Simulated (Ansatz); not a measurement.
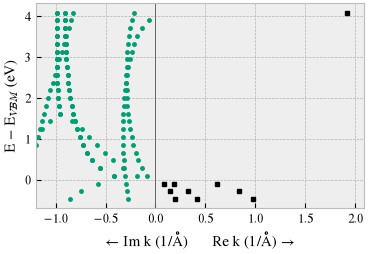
Complex bands at the centre of the two-dimensional zone; r2SCAN run with Ansatz (a program for electronic structure)

The gap is the functional's own. No spin-orbit coupling. Mid-gap values are interpolated on the energy grid.

Problem. This is AlN (F-43m, zinc blende, 2 atoms a cell, 10.4 Å³ an atom) along the normal of (110). Read off the slowest decay at the centre of the two-dimensional zone at 2.00 eV, the computed energy nearest the middle of the gap.

Solution. κ ≈ 0.29 1/Å, a decay length 1/(2κ) of the density of 1.8 Å.
